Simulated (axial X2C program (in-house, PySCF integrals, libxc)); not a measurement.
# A two-component session on TeAs: EOM-EA-CCSD levels

Wanted for TeAs: EOM-EA-CCSD levels, at the two-component level.

Method: two-component X2C with atomic mean-field terms, Te dyall-acv3z, As dyall-acv3z; program: an in-house X2C program for linear molecules on PySCF integrals.

All values are calculated.

### 1 The job

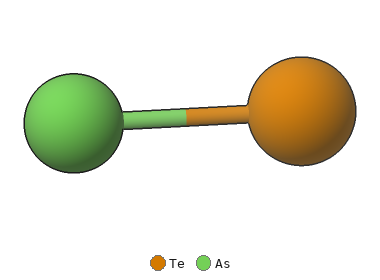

The two atoms at 2.420 Å (tellurium orange, arsenic green).

Contents of task.json:

```json
{"zs": [52, 33], "q": 0, "bas": ["dyall-acv3z", "dyall-acv3z"], "r0": 2.42, "eom": "ea", "thr": -1.0, "nmax": 92, "grid": [1, 0.96, 1.045, 0.92, 1.09, 1.15]}
```

Keys: zs atomic numbers; q charge; bas basis sets; r0 starting distance in Å; eom kind of EOM run; thr threshold in hartree for freezing inner shells (an s shell follows its p shell); nmax most natural virtual spinors; grid distances as factors.

On the command line:

```console
$ python soeom.py task.json out
```

The runs that follow: EOM-EA-CCSD at 2.346 Å.

What does the calculation give? Wanted: next root led by one particle; T1 of the reference; lowest state, Re and ωe.

As calculated:

| quantity | value |
| --- | --- |
| lowest root at 2.346 Å | Ω = 1/2, 7.379 eV |
| next root led by one particle | Ω = 3/2, about 2500 cm⁻¹ higher |
| T1 of the reference | 0.048 |
| lowest state, Re and ωe | 2.362 Å, 321 cm⁻¹ |

In words: The added electron is bound by 7.38 eV in a spinor of 58% As pπ, 17% Te pπ, 12% Te dπ. Errors of 0.1 to 0.3 eV are usual at this size, and roots led by higher excitations are left out, so the list is incomplete, and low states of that kind can be missing. T1 or the largest double amplitude of the reference is raised, which lowers the reliability. The bond is 0.077 Å longer than in the closed-shell reference at CCSD (2.285 Å).
